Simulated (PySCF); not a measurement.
Consider ZnSn (triplet).

```yaml
atoms:
  - { symbol: Zn, position_ang: [0.0000, 0.0000, -1.7232] }
  - { symbol: Sn, position_ang: [0.0000, 0.0000, 0.9188] }
```

Core potentials replace the inner electrons of Sn.

The calculation used PySCF, PBE0/def2-SVP, non-relativistic Hamiltonian with scalar-relativistic core potentials where named, at a bond length of 2.642 Å.

> Predict the electron density, electron localisation function and spin density between the atoms.

Zn–Sn (2.64 Å): ρ at the midpoint is about 0.27 e/Å³; the ELF is about 0.25 at the midpoint.
The unpaired spin (2 electrons) lies mostly on Sn2 (about 1.8) and Zn1 (about 0.2), in electrons by Hirshfeld's partition.

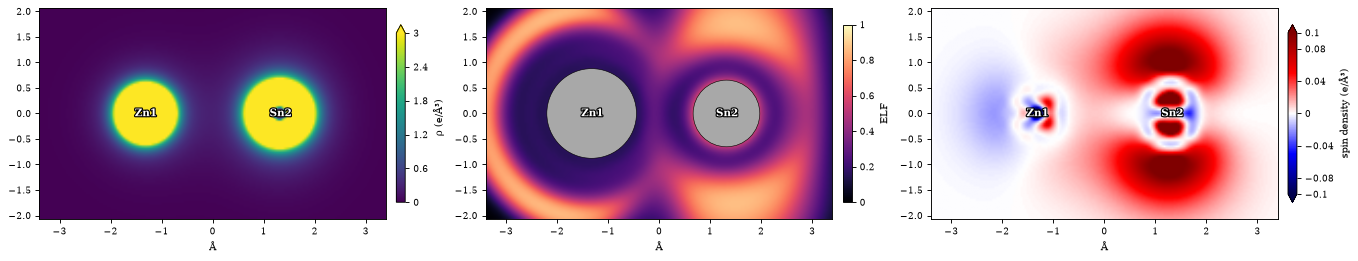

Computed electron density, electron localisation function and spin density on a plane that holds the molecular axis, in this order. Grey discs cover the atomic cores in the ELF map. 
